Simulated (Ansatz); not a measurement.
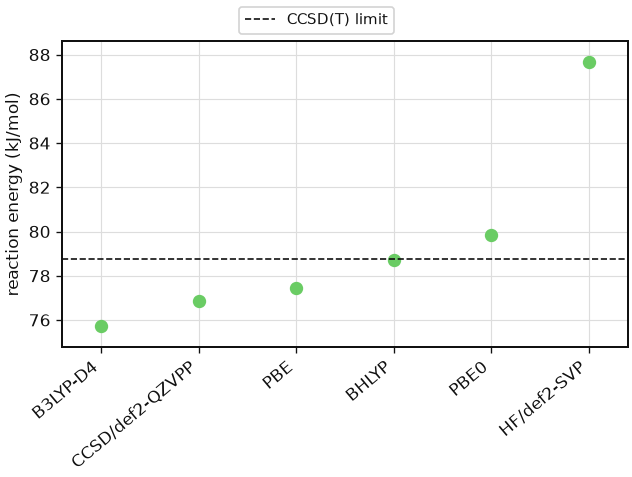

Electronic reaction energy of AlH₂OCl ([OH][AlH][Cl]) + NH₃ (N) → AlNH₄O ([NH2][AlH][OH]) + HCl (Cl) (SMILES in brackets) at several levels (functionals in def2-TZVPP unless a basis is named), isolated molecules at PBE0-D4 triple-zeta geometries, minima by their frequencies, no zero-point or thermal terms, the Ansatz code 0.2.0. The line is frozen-core CCSD(T) at the basis limit (scheme: direct). No dispersion term is added to PBE, BHLYP and PBE0. The distance of CCSD/def2-QZVPP and HF/def2-SVP to the limit includes basis error.

**What range do the values span, the line included?**

From 75.7 kJ/mol (B3LYP-D4) to 87.7 kJ/mol (HF/def2-SVP).

**Which level comes closest to the line (CCSD(T) limit), and which misses most?**

Closest BHLYP (78.7 kJ/mol), against 78.7 kJ/mol; farthest HF/def2-SVP (87.7 kJ/mol).
